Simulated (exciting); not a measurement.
# Electron–core-hole interaction in the N K spectrum of LiGeN

How far do the exchange and direct terms reshape the N K edge of LiGeN?

Method: X-ray absorption, core-level Bethe-Salpeter equation, exchange and statically screened direct term, Tamm-Dancoff, all-electron LAPW+lo LDA, in exciting sodium.

## (1) The starting structure

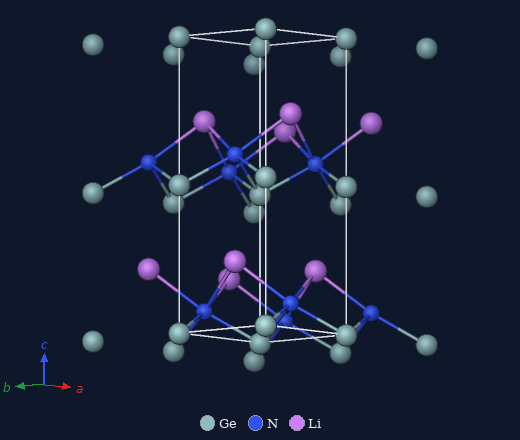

Start, viewed from a free direction; germanium teal, nitrogen blue, lithium purple. 2×2×1 cells are drawn. Bonds to atoms that aren't drawn are left out. Some periodic images of atoms are drawn too.

As a file:

```cif
data_structure
_symmetry_space_group_name_H-M 'P 1'
_symmetry_Int_Tables_number 1
_cell_length_a 3.0124
_cell_length_b 3.0124
_cell_length_c 9.4195
_cell_angle_alpha 90.000
_cell_angle_beta 90.000
_cell_angle_gamma 120.000
_cell_volume 74.03
loop_
_atom_site_label
_atom_site_type_symbol
_atom_site_fract_x
_atom_site_fract_y
_atom_site_fract_z
_atom_site_occupancy
Ge1 Ge 0.00000 0.00000 0.99802 1
Ge2 Ge 0.00000 0.00000 0.49802 1
N3 N 0.66667 0.33333 0.10322 1
N4 N 0.33333 0.66667 0.60322 1
Li5 Li 0.33333 0.66667 0.24339 1
Li6 Li 0.66667 0.33333 0.74339 1
```

Differences between curves are given as r.m.s. difference over r.m.s. height.

## (2) Ground state

The species files are the program's own, with muffin-tin radii set in the input.

input.xml

```
<input>
  <title>LiGeN</title>
  <structure speciespath="." autormt="false" epslat="1.0e-5">
    <crystal>
      <basevect>5.6926271065 0.0000000000 0.0000000000</basevect>
      <basevect>-2.8463135532 4.9299596885 0.0000000000</basevect>
      <basevect>0.0000000000 0.0000000000 17.8001977489</basevect>
    </crystal>
    <species speciesfile="Ge.xml" rmt="2.127">
      <atom coord="0.0000000000 0.0000000000 0.9980230000"/>
      <atom coord="0.0000000000 0.0000000000 0.4980230000"/>
    </species>
    <species speciesfile="N.xml" rmt="1.542">
      <atom coord="0.6666666667 0.3333333333 0.1032230000"/>
      <atom coord="0.3333333333 0.6666666667 0.6032230000"/>
    </species>
    <species speciesfile="Li.xml" rmt="2.236">
      <atom coord="0.3333333333 0.6666666667 0.2433920000"/>
      <atom coord="0.6666666667 0.3333333333 0.7433920000"/>
    </species>
  </structure>
  <groundstate do="fromscratch" xctype="LDA_PW" ngridk="5 5 2" rgkmax="7" gmaxvr="14" nempty="8" swidth="0.001" maxscl="100" epsengy="1e-5"/>
</input>
```

Started as:

```sh
> OMP_NUM_THREADS=1 mpirun -n 4 exciting
```

Output:

```text
EXCITING SODIUM started
********************************************************************************
* Ground-state run starting from atomic densities                              *
********************************************************************************
+ Starting initialization                                                      +
 Lattice vectors (cartesian) :
      5.6926271065      0.0000000000      0.0000000000
     -2.8463135532      4.9299596885      0.0000000000
      0.0000000000      0.0000000000     17.8001977489
 Reciprocal lattice vectors (cartesian) :
      1.1037408897      0.6372450998     -0.0000000000
      0.0000000000      1.2744901996      0.0000000000
      0.0000000000     -0.0000000000      0.3529840171
 Unit cell volume                           :     499.5522640980
 Brillouin zone volume                      :       0.4965450690
 Species :    1 (Ge)
     parameters loaded from                 :    Ge.xml
     name                                   :    germanium
     nuclear charge                         :     -32.00000000
     electronic charge                      :      32.00000000
     atomic mass                            :  132359.93290000
     muffin-tin radius                      :       2.12700000
     # of radial points in muffin-tin       :     350
     atomic positions (lattice) :
       1 :   0.00000000  0.00000000  0.00000000
       2 :   0.00000000  0.00000000  0.50000000
 Species :    2 (N)
     parameters loaded from                 :    N.xml
     name                                   :    nitrogen
     nuclear charge                         :      -7.00000000
     electronic charge                      :       7.00000000
     atomic mass                            :   25532.72506000
     muffin-tin radius                      :       1.54200000
     # of radial points in muffin-tin       :     250
     atomic positions (lattice) :
       1 :   0.66666667  0.33333333  0.10520000
       2 :   0.33333333  0.66666667  0.60520000
 Species :    3 (Li)
     parameters loaded from                 :    Li.xml
     name                                   :    lithium
     nuclear charge                         :      -3.00000000
     electronic charge                      :       3.00000000
     atomic mass                            :   12652.66897000
     muffin-tin radius                      :       2.23600000
     # of radial points in muffin-tin       :     250
     atomic positions (lattice) :
       1 :   0.33333333  0.66666667  0.24536900
       2 :   0.66666667  0.33333333  0.74536900
 Total number of atoms per unit cell        :       6
 Spin treatment                             :    spin-unpolarised
 Number of Bravais lattice symmetries       :      24
 Number of crystal symmetries               :      12
 k-point grid                               :       5    5    2
 Total number of k-points                   :      10
 k-point set is reduced with crystal symmetries
 R^MT_min * |G+k|_max (rgkmax)              :       7.00000000
 Species with R^MT_min                      :       2 (N)
 Maximum |G+k| for APW functions            :       4.53955901
 Maximum |G| for potential and density      :      14.00000000
 G-vector grid sizes                        :      27    27    80
 Total number of G-vectors                  :   23119
 Maximum angular momentum used for
     APW functions                          :       8
     computing H and O matrix elements      :       8
     potential and density                  :       8
     inner part of muffin-tin               :       2
 Total nuclear charge                       :     -84.00000000
 Total electronic charge                    :      84.00000000
 Total core charge                          :      40.00000000
 Total valence charge                       :      44.00000000
 Number of empty states                     :       8
 Total number of valence states             :      31
 Maximum Hamiltonian size                   :     840
 Maximum number of plane-waves              :     800
 Total number of local-orbitals             :      40
 Exchange-correlation type                  :       3
     Perdew-Wang, Phys. Rev. B 45, 13244 (1992)
 Smearing scheme                            :    Gaussian
 Smearing width                             :       0.00100000
 Using multisecant Broyden potential mixing
+ Ending initialization                                                        +
********************************************************************************
* Groundstate module started                                                   *
********************************************************************************
 Output level for this task is set to normal
+ Self-consistent loop started                                                 +
 Density and potential initialised from atomic data
+ SCF iteration number :    1                                                  +
 Total energy                               :     -4311.38788039
 _______________________________________________________________
 Fermi energy                               :         0.19279629
 Kinetic energy                             :      4406.27880316
 Coulomb energy                             :     -8547.12759500
 Exchange energy                            :      -163.45277567
 Correlation energy                         :        -7.08631287
 DOS at Fermi energy (states/Ha/cell)       :         0.00000000
 Electron charges :
     core                                   :        40.00000000
     core leakage                           :         0.00335410
     valence                                :        44.00000000
     interstitial                           :         7.14801137
     charge in muffin-tin spheres :
                  atom     1    Ge          :        29.62901066
                  atom     2    Ge          :        29.62901066
                  atom     3     N          :         6.41711068
                  atom     4     N          :         6.41711068
                  atom     5    Li          :         2.37987297
                  atom     6    Li          :         2.37987297
     total charge in muffin-tins            :        76.85198863
     total charge                           :        84.00000000
 Estimated fundamental gap                  :         0.09628142
        valence-band maximum at    5      0.4000  0.2000  0.0000
     conduction-band minimum at    3      0.4000  0.0000  0.0000
[... further iterations ...]
| Convergence targets achieved. Performing final SCF iteration                 +
 Total energy                               :     -4316.06995000
 _______________________________________________________________
 Fermi energy                               :         0.20617092
 Kinetic energy                             :      4401.82841884
 Coulomb energy                             :     -8547.74961738
 Exchange energy                            :      -163.08415293
 Correlation energy                         :        -7.06459853
 DOS at Fermi energy (states/Ha/cell)       :         0.00000000
 Electron charges :
     core                                   :        40.00000000
     core leakage                           :         0.00323864
     valence                                :        44.00000000
     interstitial                           :         7.80464534
     charge in muffin-tin spheres :
                  atom     1    Ge          :        29.92802975
                  atom     2    Ge          :        29.92802975
                  atom     3     N          :         5.73184562
                  atom     4     N          :         5.73184562
                  atom     5    Li          :         2.43780197
                  atom     6    Li          :         2.43780197
     total charge in muffin-tins            :        76.19535466
     total charge                           :        84.00000000
 Estimated fundamental gap                  :         0.07124894
        valence-band maximum at    2      0.2000  0.0000  0.0000
     conduction-band minimum at    3      0.4000  0.0000  0.0000
+ Self-consistent loop stopped                                                 +
 STATE.OUT is written
********************************************************************************
* Groundstate module stopped                                                   *
********************************************************************************
 Total time spent (seconds)                 :        70.49
| EXCITING SODIUM stopped                                                      =
```

Wall time 72 s (4 MPI ranks of Arm Neoverse V2, shared host).

The mesh shows a gap of 1.94 eV. Core levels (Dirac, from the valence top):

```
atom  level  energy (eV)
  Ge  2s1/2      -1363.2
  Ge  2p1/2      -1213.3
  Ge  2p3/2      -1181.5
  Ge  3s1/2       -162.1
  Ge  3p1/2       -112.7
  Ge  3p3/2       -108.4
   N  1s1/2       -372.6
```

## (3) A richer basis for the empty states

Each species file gets more local orbitals, built from u and its energy derivative at 0.15 Ha and u at 0.9 Ha.

input.xml is that of step 2.

SPECIES.xml, added lines

```
<lo l="L">  <!-- L = 0, 1, 2 -->
  <wf matchingOrder="0" trialEnergy="0.1500" searchE="false"/>
  <wf matchingOrder="1" trialEnergy="0.1500" searchE="false"/>
  <wf matchingOrder="0" trialEnergy="0.9000" searchE="false"/>
</lo>
```

Started as:

```sh
> OMP_NUM_THREADS=1 mpirun -n 4 exciting
```

Output:

```text
EXCITING SODIUM started
********************************************************************************
* Ground-state run starting from atomic densities                              *
********************************************************************************
+ Starting initialization                                                      +
[... lattice and species ...]
 Spin treatment                             :    spin-unpolarised
 Number of Bravais lattice symmetries       :      24
[...]
valence-band maximum at    2      0.2000  0.0000  0.0000
     conduction-band minimum at    3      0.4000  0.0000  0.0000
+ Self-consistent loop stopped                                                 +
 STATE.OUT is written
********************************************************************************
* Groundstate module stopped                                                   *
********************************************************************************
 Total time spent (seconds)                 :       100.19
| EXCITING SODIUM stopped                                                      =
[key lines of the parts left out:]
Total energy                               :     -4316.07144472
Fermi energy                               :         0.20645892
```

Wall time 1.7 min (4 MPI ranks).

Against the first ground state the total energy moves by -7 meV an atom and the gap by 0.00 eV.

(Continued in part 2 of 3.)

[Banner, clock and machine lines of the logs are left out without a mark of their own.]

[Logs are printed without paths, hosts, clocks, repeated set-up lines and the standing remarks that a program may print on its own settings, such as how far it seeks lower states.]

[Hosts, paths, dates, database ids (printed as entryN), source tags and the programs' standing remarks are cut or masked in the printed files.]
